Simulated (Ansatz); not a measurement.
**BHF2 (SMILES FBF): HF/3-21G**

Aim: the vertical ionisation energy of BHF2 at HF/3-21G, from 2 runs. 

The calculation is run with Ansatz 0.2.0.

46 further runs of the same task are left out: 46 set aside as unsound or not needed.

## 1. The molecule

BHF2: 4 atoms, total charge 0, spin state singlet. As SMILES, `FBF`. The coordinates come from a PBE0-D4/def2-TZVP relaxation.

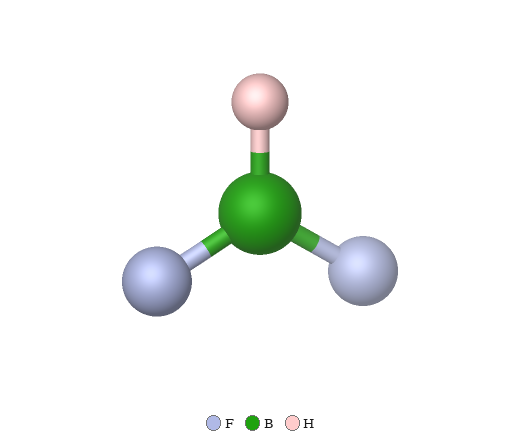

Viewed from a chosen angle; fluorine light blue, boron green, hydrogen pink.

## 2. A single-point energy at HF/3-21G

in.yaml reads:

```yaml
crystal:
  periodic: [false, false, false]
  atoms:
    - {symbol: F, position_ang: [1.154300, 0.456900, -0.361900]}
    - {symbol: B, position_ang: [-0.001900, -0.031000, 0.025200]}
    - {symbol: F, position_ang: [-1.095400, 0.528700, -0.438900]}
    - {symbol: H, position_ang: [-0.057000, -0.954600, 0.775600]}
basis:
  gaussian:
    orbitals: 3-21G.json
hamiltonian:
  xc: hf
output: {orbitals: {seedname: orbitals}}
accuracy: high
```

The basis set 3-21G is read from a file made from the Basis Set Exchange's data (not shown).

Started as:

```
$ ansatz run in.yaml --threads 1 --pin off --max-ram 3480MiB --events-out events.jsonl --progress --plain --runs-dir runs
```

What it wrote:

```text
Warning: RAYON_NUM_THREADS=1 ignored (pool sized by the plan → 1); use --threads N
Functional definition: HF
  name "HF"
  exchange = exact_x
  correlation = 0
577 factors; integrals over basis functions are off by at most 5.3e-9 eV
mean field evaluation 1: about -6068.2611 eV, gradient 2.7e1 eV
mean field evaluation 2: about -6068.2607 eV, gradient 2.7e1 eV
mean field evaluation 4: about -6069.7576 eV, gradient 1.4e0 eV
mean field evaluation 8: about -6069.7653 eV, gradient 2.5e-4 eV
mean field -6069.76527523 eV, -223.0597596300 hartree, gradient 1.1e-8 eV, S^2 0.000000; 0 other end points of the search recorded, 0 dependent functions left out
reference -6069.76527523 eV, -223.0597596300 hartree; 12, 12 occupied and 17, 17 virtual orbitals, 577 factors
Total energy: -6069.76527523 eV, -223.0597596300 hartree
```

It took 0.36 s on 1 thread of Intel Xeon Platinum 8175M at 2.50GHz (Skylake/Cascade Lake), shared host.

## 3. The doublet cation

run.yaml reads:

```yaml
basis:
  gaussian:
    orbitals: 3-21G.json
crystal:
  periodic: [false, false, false]
  atoms:
    - symbol: F
      position_ang: [1.154300, 0.456900, -0.361900]
    - symbol: B
      position_ang: [-0.001900, -0.031000, 0.025200]
    - symbol: F
      position_ang: [-1.095400, 0.528700, -0.438900]
    - symbol: H
      position_ang: [-0.057000, -0.954600, 0.775600]
total_charge: 1
magnetization:
  spin_polarized: true
  initial_magnetization: 1
hamiltonian:
  xc: hf
accuracy: high
output:
  orbitals: {seedname: orbitals}
```

The basis set 3-21G is read from a file made from the Basis Set Exchange's data (not shown).

Started as:

```
$ ansatz run run.yaml --threads 1 --pin off --max-ram 3480MiB --events-out events.jsonl --progress --plain --runs-dir runs
```

What it wrote:

```text
Warning: RAYON_NUM_THREADS=1 ignored (pool sized by the plan → 1); use --threads N
[... 4 set-up lines as earlier in the session ...]
577 factors; integrals over basis functions are off by at most 5.3e-9 eV
mean field evaluation 1: about -6049.6184 eV, gradient 4.0e1 eV
mean field evaluation 2: about -6049.6162 eV, gradient 4.0e1 eV
mean field evaluation 4: about -6055.4719 eV, gradient 2.3e0 eV
mean field evaluation 8: about -6055.5287 eV, gradient 2.6e-3 eV
mean field evaluation 16: about -6054.2278 eV, gradient 1.2e1 eV
mean field evaluation 32: about -6055.5233 eV, gradient 1.1e-2 eV
mean field evaluation 64: about -6055.5197 eV, gradient 1.3e-1 eV
mean field evaluation 96: about -6055.5242 eV, gradient 4.4e-6 eV
mean field evaluation 128: about -6055.5202 eV, gradient 5.8e-1 eV
mean field -6055.52873844 eV, -222.5365765528 hartree, gradient 1.1e-8 eV, S^2 0.769550; 1 other end points of the search recorded, 0 dependent functions left out
reference -6055.52873844 eV, -222.5365765528 hartree; 12, 11 occupied and 17, 18 virtual orbitals, 577 factors
Total energy: -6055.52873844 eV, -222.5365765528 hartree
```

Run time: 0.73 s. Hardware: 1 thread of Intel Xeon Platinum 8175M at 2.50GHz (Skylake/Cascade Lake), shared host.

## 4. Summary of results

Level: HF/3-21G.

```
                                          quantity          value
                        singlet BHF2: total energy  -223.05976 Eh
                         singlet BHF2: HOMO energy      -15.02 eV
                         singlet BHF2: LUMO energy        4.04 eV
                       singlet BHF2: HOMO–LUMO gap       19.06 eV
                      doublet cation: total energy  -222.53658 Eh
doublet cation: HOMO energy (highest over α and β)      -24.84 eV
 doublet cation: LUMO energy (lowest over α and β)      -13.45 eV
                              doublet cation: ⟨S²⟩          0.770
vertical ionisation energy (to the doublet cation)      14.237 eV
```

The vertical ionisation energy comes to 14.24 eV (1374 kJ/mol). The negative HOMO energy of the first species, 15.02 eV, lies 0.79 eV above that difference.
